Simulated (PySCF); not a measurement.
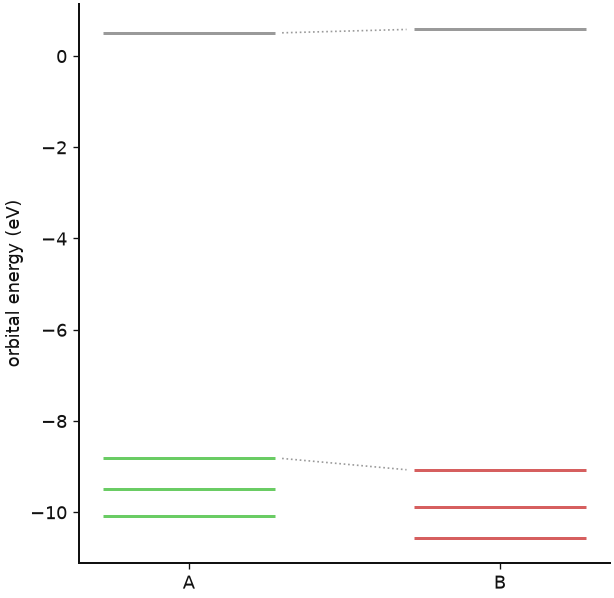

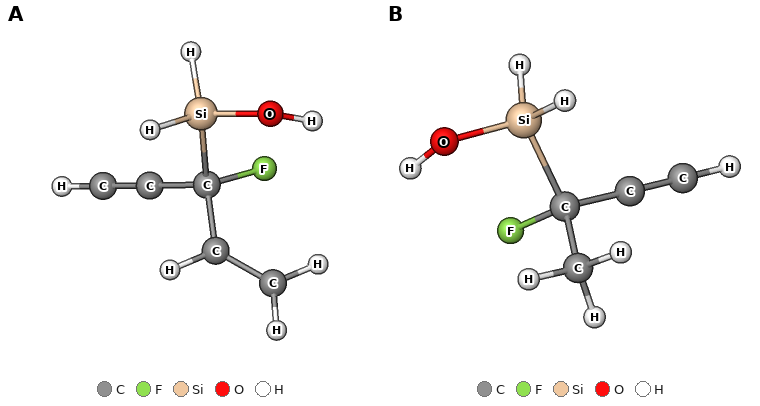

Related molecules: A is C₅H₇FOSi, SMILES C#C[C@](F)(C=C)[SiH2]O; B is C₄H₇FOSi, SMILES C#C[C@](C)(F)[SiH2]O. Frontier orbital energies, CAM-B3LYP/def2-SVPD, PySCF 2.14.0, at a GFN2-xTB geometry (no frequency check); drawn are at most three filled levels and, in grey, the LUMO with any level within 0.03 eV of it; dotted lines join the HOMOs and the LUMOs.

### What does the change do to the frontier levels?

From A to B the HOMO falls by 0.25 eV and the LUMO rises by 0.07 eV, so the separation goes from 9.33 to 9.65 eV.

Caveats, for all or some of the runs: empty levels above zero depend strongly on the basis; one conformer of a flexible molecule; the tight-binding geometry is rougher than a DFT one and adds to the error.
